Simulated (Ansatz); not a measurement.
# UB3LYP/cc-pVDZ run of SiHCl2O2 (SMILES [O][Si](O)(Cl)Cl)

What is the electronic atomisation energy of SiHCl2O2 at UB3LYP/cc-pVDZ? 

The calculation is run with Ansatz 0.2.0.

58 further runs of the same task are left out: 7 that didn't finish, 51 set aside as unsound or not needed. Runs told in other sessions of the task aren't counted.

## 1. The molecule

SiHCl2O2: 6 atoms, total charge 0, spin state doublet. As SMILES, `[O][Si](O)(Cl)Cl`. Geometry: relaxed at PBE0-D4/def2-TZVP. This is one conformer, not always the lowest.

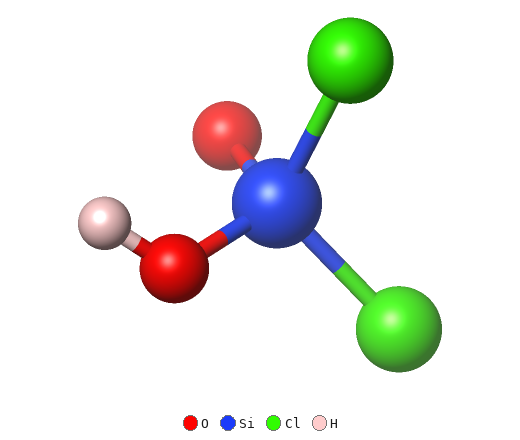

The structure, seen from a chosen angle (oxygen red, silicon blue, chlorine green, hydrogen pink).

## 2. A single-point energy at UB3LYP/cc-pVDZ

Input file run.yaml:

```yaml
crystal:
  periodic: [false, false, false]
  atoms:
    - {symbol: O, position_ang: [-1.226100, 0.180900, 1.211600]}
    - {symbol: Si, position_ang: [-0.270900, 0.041200, -0.123700]}
    - {symbol: O, position_ang: [1.051900, -0.855800, 0.114900]}
    - {symbol: Cl, position_ang: [-1.218400, -0.789200, -1.696000]}
    - {symbol: Cl, position_ang: [0.111400, 2.012000, -0.434200]}
    - {symbol: H, position_ang: [1.594100, -0.653200, 0.881200]}
basis:
  gaussian:
    orbitals: cc-pVDZ
total_charge: 0
magnetization:
  spin_polarized: true
  initial_magnetization: 1
hamiltonian:
  xc: {name: B3LYP}
accuracy: high
output: {orbitals: {seedname: orbitals}}
```

Command:

```console
ansatz run run.yaml --threads 1 --pin off --max-ram 3480MiB --events-out events.jsonl --progress --plain --runs-dir runs
```

What it wrote:

```text
Warning: RAYON_NUM_THREADS=1 ignored (pool sized by the plan → 1); use --threads N
Functional definition: B3LYP
  name "B3LYP"
  parameter a0 = 0.2
  parameter ax = 0.72
  parameter ac = 0.81
  exchange = (1 - a0 - ax)*slater_x + ax*b88_x + a0*exact_x
  correlation = (1 - ac)*vwn_rpa_c + ac*lyp_c
1913 factors; integrals over basis functions are off by at most 3.6e-9 eV
mean field evaluation 1: about -37021.9254 eV, gradient 5.7e1 eV
mean field evaluation 2: about -36882.6563 eV, gradient 1.4e2 eV
mean field evaluation 4: about -37033.7104 eV, gradient 2.9e1 eV
mean field evaluation 8: about -37037.0681 eV, gradient 8.6e-1 eV
mean field evaluation 16: about -37037.2240 eV, gradient 8.9e-2 eV
mean field evaluation 32: about -37037.2283 eV, gradient 3.6e-4 eV
mean field -37037.22830646 eV, -1361.0930355273 hartree, gradient 8.5e-8 eV, S^2 0.753124; 2 other end points of the search recorded, 0 dependent functions left out
reference -37037.22834404 eV, -1361.0930369085 hartree; 33, 32 occupied and 54, 55 virtual orbitals, 1913 factors
Total energy: -37037.22834404 eV, -1361.0930369085 hartree
```

It took 29 s on 1 thread of Arm Neoverse V2, shared host; peak memory 0.49 GiB.

## 3. The Cl atom

Input file in.yaml:

```yaml
basis:
  gaussian:
    orbitals: cc-pVDZ
crystal:
  periodic: [false, false, false]
  atoms:
    - symbol: Cl
      position_ang: [0.000000, 0.000000, 0.000000]
magnetization:
  spin_polarized: true
  initial_magnetization: 1
hamiltonian:
  xc: {name: B3LYP}
accuracy: high
```

Run the same way, it converges to -460.15846 Eh (log not shown).

## 4. The H atom at the same level

Input file run.yaml:

```yaml
crystal:
  periodic: [false, false, false]
  atoms:
    - {symbol: H, position_ang: [0.000000, 0.000000, 0.000000]}
basis:
  gaussian:
    orbitals: cc-pVDZ
magnetization:
  spin_polarized: true
  initial_magnetization: 1
hamiltonian:
  xc: {name: B3LYP}
accuracy: high
```

Run the same way, it converges to -0.50126 Eh (log not shown).

## 5. The O atom

Input file molecule.yaml:

```yaml
crystal:
  periodic: [false, false, false]
  atoms:
    - {symbol: O, position_ang: [0.000000, 0.000000, 0.000000]}
basis:
  gaussian:
    orbitals: cc-pVDZ
magnetization:
  spin_polarized: true
  initial_magnetization: 2
total_charge: 0
hamiltonian:
  xc: {name: B3LYP}
accuracy: high
```

Command:

```console
ansatz run molecule.yaml --threads 1 --pin off --max-ram 3480MiB --events-out events.jsonl --progress --plain --runs-dir runs
```

What it wrote:

```text
Warning: RAYON_NUM_THREADS=1 ignored (pool sized by the plan → 1); use --threads N
Functional definition: B3LYP
  name "B3LYP"
  parameter a0 = 0.2
  parameter ax = 0.72
  parameter ac = 0.81
  exchange = (1 - a0 - ax)*slater_x + ax*b88_x + a0*exact_x
  correlation = (1 - ac)*vwn_rpa_c + ac*lyp_c
96 factors; integrals over basis functions are off by at most 1.3e-9 eV
mean field evaluation 1: about -2042.6034 eV, gradient 5.8e0 eV
mean field evaluation 2: about -2042.6780 eV, gradient 3.3e0 eV
mean field evaluation 4: about -2042.7179 eV, gradient 2.2e-2 eV
mean field evaluation 8: about -2042.7179 eV, gradient 1.6e-4 eV
mean field -2042.71785293 eV, -75.0684964915 hartree, gradient 7.8e-8 eV, S^2 2.001891; 0 other end points of the search recorded, 0 dependent functions left out
reference -2042.71786456 eV, -75.0684969188 hartree; 5, 3 occupied and 9, 11 virtual orbitals, 96 factors
Total energy: -2042.71786456 eV, -75.0684969188 hartree
```

Run time: 0.26 s. Hardware: 1 thread of Arm Neoverse V2, shared host.

## 6. The Si atom

Input file run.yaml:

```yaml
crystal:
  periodic: [false, false, false]
  atoms:
    - {symbol: Si, position_ang: [0.000000, 0.000000, 0.000000]}
basis:
  gaussian:
    orbitals: cc-pVDZ
magnetization:
  spin_polarized: true
  initial_magnetization: 2
hamiltonian:
  xc: {name: B3LYP}
accuracy: high
```

Run the same way, it converges to -289.38865 Eh (log not shown).

## 7. Outcome

At UB3LYP/cc-pVDZ:

| quantity | value |
| --- | --- |
| molecule: total energy | -1361.09304 Eh |
| molecule: HOMO energy (highest over α and β) | -8.84 eV |
| molecule: LUMO energy (lowest over α and β) | -5.53 eV |
| molecule: ⟨S²⟩ | 0.753 |
| Cl atom: total energy | -460.15846 Eh |
| Cl atom: ⟨S²⟩ | 0.752 |
| H atom: total energy | -0.50126 Eh |
| H atom: ⟨S²⟩ | 0.750 |
| O atom: total energy | -75.06850 Eh |
| O atom: ⟨S²⟩ | 2.002 |
| Si atom: total energy | -289.38865 Eh |
| Si atom: ⟨S²⟩ | 2.003 |
| electronic atomisation energy | 20.387 eV |

In words: Taking the molecule apart into free atoms costs 20.39 eV (470 kcal/mol), before zero-point energy and without spin-orbit coupling.
